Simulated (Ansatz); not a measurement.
# C₂H₄F₂: basis-set convergence

Aim: see how fast density functionals converge with the basis set for C₂H₄F₂.

Computed with Ansatz 0.2.0, Gaussian basis. Level: one geometry, several basis sets.

Levels to be run: PBE0-D4/def2-SVP; ωB97M-V/def2-SVP; PBE0-D4/def2-QZVPP; ωB97M-V/def2-QZVPP; the functionals' def2-TZVPP values are taken from earlier runs.

### Step 1. The geometry

All runs share one geometry, relaxed beforehand with PBE0-D4/def2-TZVP.

8 atoms, charge 0, spin multiplicity 1.

Atoms are counted from 1 here; the program's logs count them from 0.

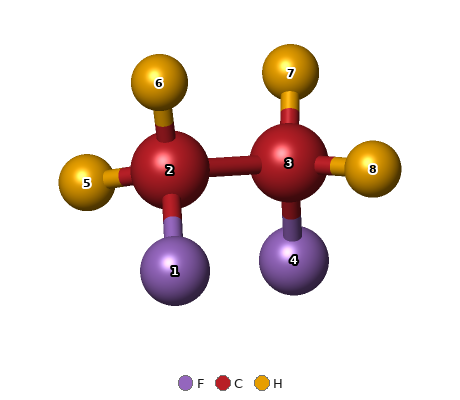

The structure; fluorine purple, carbon red, hydrogen amber; atoms are numbered from 1 in the order of the file.

### Step 2. PBE0-D4 in def2-SVP

in.yaml reads:

```yaml
crystal:
  periodic: [false, false, false]
  atoms:
    - {symbol: F, position_ang: [-1.299983, 0.769579, 0.867503]}
    - {symbol: C, position_ang: [-0.104427, 0.709184, 0.185194]}
    - {symbol: C, position_ang: [0.229237, -0.703495, -0.183532]}
    - {symbol: F, position_ang: [-0.606933, -1.162312, -1.177940]}
    - {symbol: H, position_ang: [-0.190992, 1.329576, -0.711754]}
    - {symbol: H, position_ang: [0.682525, 1.112119, 0.832050]}
    - {symbol: H, position_ang: [1.260151, -0.749950, -0.551135]}
    - {symbol: H, position_ang: [0.122423, -1.361801, 0.683716]}
basis:
  gaussian: {orbitals: def2-SVP}
hamiltonian: {xc: pbe0, dispersion: d4}
output: {orbitals: {seedname: orbitals}}
```

Started as:

```bash
ansatz run in.yaml --threads 4 --pin off --events-out ev --progress --plain --max-ram 10444MiB
```

The log of the run:

```text
Functional definition: PBE0
  name "PBE0"
  cite "Adamo & Barone, J. Chem. Phys. 110, 6158 (1999) doi:10.1063/1.478522"
  cite "Perdew, Burke & Ernzerhof, Phys. Rev. Lett. 77, 3865 (1996) doi:10.1103/PhysRevLett.77.3865"
  parent pbe
  parameter a = 0.25
  parameter kappa = 0.804
  parameter beta = 0.06672455060314922
  exchange = (1 - a)*pbe_x(kappa = kappa, mu = beta*pi^2/3) + a*exact_x
  correlation = pbe_c(beta = beta)
844 factors; their error is unknown
mean field evaluation 1: about -7557.1745 eV, gradient 3.0e1 eV
mean field evaluation 2: about -7557.6233 eV, gradient 2.7e1 eV
mean field evaluation 4: about -7559.0110 eV, gradient 1.3e0 eV
mean field evaluation 8: about -7559.0125 eV, gradient 2.1e-1 eV
mean field -7559.01256742 eV, -277.7885881700 hartree, gradient 7.5e-5 eV, S^2 0.000000; 0 other end points of the search recorded, 0 dependent functions left out
reference -7559.01258446 eV, -277.7885887963 hartree; 17, 17 occupied and 59, 59 virtual orbitals, 844 factors
Total energy: -7559.08661584 eV, -277.7913093993 hartree
```

It took 0.4 s on 4 threads of Arm Neoverse V2, shared host.

### Step 3. ωB97M-V in def2-SVP

Edit in.yaml of step 2 so:

```diff
@@ -13,3 +13,3 @@
   gaussian: {orbitals: def2-SVP}
-hamiltonian: {xc: pbe0, dispersion: d4}
+hamiltonian: {xc: {name: wB97M-V}}
 output: {orbitals: {seedname: orbitals}}
```

Launched as before.

The log of the run (excerpt; [...] marks lines left out):

```text
Functional definition: wB97M-V
  name "wB97M-V"
  cite "Mardirossian & Head-Gordon, J. Chem. Phys. 144, 214110 (2016) doi:10.1063/1.4952647"
  cite "Becke, J. Chem. Phys. 107, 8554 (1997) doi:10.1063/1.475007"
  cite "Vydrov & Van Voorhis, J. Chem. Phys. 133, 244103 (2010) doi:10.1063/1.3521275"
  # Of w^i u^j: cxij and so on, Table III.
[...]
  gx(w, u) = 1 - cx + cx01*u + cx10*w
  gss(w, u) = css00 + css04*u^4 + css10*w + css20*w^2 + css43*w^4*u^3
  gos(w, u) = cos00 + cos10*w + (cos20 + cos21*u)*w^2 + (cos60 + cos61*u)*w^6
[...]
      + integral(e_c_pw_mod_opposite_spin*gos(b97_w_opposite, b97_u_opposite)) + vv10(b, c)
844 factors; their error is unknown
184 factors; integrals over basis functions are off by at most 5.5e-6 eV
[...]
mean field -7564.01966557 eV, -277.9725956329 hartree, gradient 1.7e-5 eV, S^2 0.000000; 0 other end points of the search recorded, 0 dependent functions left out
reference -7564.01969392 eV, -277.9725966747 hartree; 17, 17 occupied and 59, 59 virtual orbitals, 844 factors
Total energy: -7564.01969392 eV, -277.9725966747 hartree
```

Wall time 1.5 s (4 threads of Arm Neoverse V2, shared host).

### Step 4. PBE0-D4 in def2-QZVPP

Edit in.yaml of step 3 so:

```diff
@@ -12,4 +12,4 @@
 basis:
-  gaussian: {orbitals: def2-SVP}
-hamiltonian: {xc: {name: wB97M-V}}
+  gaussian: {orbitals: "def2-QZVPP.json"}
+hamiltonian: {xc: pbe0, dispersion: d4}
 output: {orbitals: {seedname: orbitals}}
```

Same command.

The log of the run:

```text
Functional definition: PBE0
  name "PBE0"
  cite "Adamo & Barone, J. Chem. Phys. 110, 6158 (1999) doi:10.1063/1.478522"
  cite "Perdew, Burke & Ernzerhof, Phys. Rev. Lett. 77, 3865 (1996) doi:10.1103/PhysRevLett.77.3865"
  parent pbe
  parameter a = 0.25
  parameter kappa = 0.804
  parameter beta = 0.06672455060314922
  exchange = (1 - a)*pbe_x(kappa = kappa, mu = beta*pi^2/3) + a*exact_x
  correlation = pbe_c(beta = beta)
972 factors; their error is unknown
mean field evaluation 1: about -7565.4129 eV, gradient 4.0e1 eV
mean field evaluation 2: about -7565.6051 eV, gradient 3.9e1 eV
mean field evaluation 4: about -7568.5823 eV, gradient 1.8e0 eV
mean field evaluation 8: about -7568.5890 eV, gradient 4.0e-2 eV
mean field -7568.58896060 eV, -278.1405141282 hartree, gradient 7.2e-5 eV, S^2 0.000000; 0 other end points of the search recorded, 0 dependent functions left out
reference -7568.58899007 eV, -278.1405152112 hartree; 17, 17 occupied and 331, 331 virtual orbitals, 972 factors
Total energy: -7568.66302145 eV, -278.1432358142 hartree
```

Run time: 2.2 s. Hardware: 4 threads of Arm Neoverse V2, shared host; peak memory 0.91 GiB.

### Step 5. ωB97M-V in def2-QZVPP

Edit in.yaml of step 4 so:

```diff
@@ -13,3 +13,3 @@
   gaussian: {orbitals: "def2-QZVPP.json"}
-hamiltonian: {xc: pbe0, dispersion: d4}
+hamiltonian: {xc: {name: wB97M-V}}
 output: {orbitals: {seedname: orbitals}}
```

Same command.

The log of the run (excerpt; [...] marks lines left out):

```text
Functional definition: wB97M-V
  name "wB97M-V"
  cite "Mardirossian & Head-Gordon, J. Chem. Phys. 144, 214110 (2016) doi:10.1063/1.4952647"
  cite "Becke, J. Chem. Phys. 107, 8554 (1997) doi:10.1063/1.475007"
  cite "Vydrov & Van Voorhis, J. Chem. Phys. 133, 244103 (2010) doi:10.1063/1.3521275"
  # Of w^i u^j: cxij and so on, Table III.
[...]
  gx(w, u) = 1 - cx + cx01*u + cx10*w
  gss(w, u) = css00 + css04*u^4 + css10*w + css20*w^2 + css43*w^4*u^3
  gos(w, u) = cos00 + cos10*w + (cos20 + cos21*u)*w^2 + (cos60 + cos61*u)*w^6
[...]
      + integral(e_c_pw_mod_opposite_spin*gos(b97_w_opposite, b97_u_opposite)) + vv10(b, c)
972 factors; their error is unknown
236 factors; integrals over basis functions are off by at most 7.1e-6 eV
[...]
mean field -7573.86245370 eV, -278.3343114252 hartree, gradient 3.3e-5 eV, S^2 0.000000; 0 other end points of the search recorded, 0 dependent functions left out
reference -7573.86250022 eV, -278.3343131346 hartree; 17, 17 occupied and 331, 331 virtual orbitals, 972 factors
Total energy: -7573.86250022 eV, -278.3343131346 hartree
```

Wall time 6 s (4 threads of Arm Neoverse V2, shared host); peak memory 1.1 GiB.

### Step 6. Functionals by basis

The def2-TZVPP values come from earlier runs at the same geometry.

| functional | basis | functions | energy (eV) | from the largest (eV) | HOMO (eV) | LUMO (eV) |
| --- | --- | --- | --- | --- | --- | --- |
| PBE0-D4 | def2-SVP | 76 | -7559.0866 | 9.576 | -9.32 | 1.95 |
| PBE0-D4 | def2-TZVPP | 180 | -7568.2524 | 0.411 | -9.55 | 1.42 |
| PBE0-D4 | def2-QZVPP | 348 | -7568.6630 | 0.000 | -9.60 | 0.81 |
| ωB97M-V | def2-SVP | 76 | -7564.0197 | 9.843 | -11.74 | 3.63 |
| ωB97M-V | def2-TZVPP | 180 | -7573.4632 | 0.399 | -11.98 | 2.88 |
| ωB97M-V | def2-QZVPP | 348 | -7573.8625 | 0.000 | -12.04 | 1.94 |

### Step 7. Outcome

| quantity | value |
| --- | --- |
| PBE0-D4: double and triple zeta above quadruple | 9.58, 0.41 eV |
| ωB97M-V: double and triple zeta above quadruple | 9.84, 0.40 eV |

**Reading.** For PBE0-D4 the step from double to triple zeta gains 9.17 eV and the next only 0.41 eV. These are total energies; as a rule much of such shifts cancels in differences, which this series doesn't test. The LUMO of ωB97M-V is positive and keeps falling with the basis (3.63 to 1.94 eV): an unbound level that the basis holds in place.

For PBE0-D4 the largest set took about 6 times as long as the smallest (2.2 s against 0.4 s).
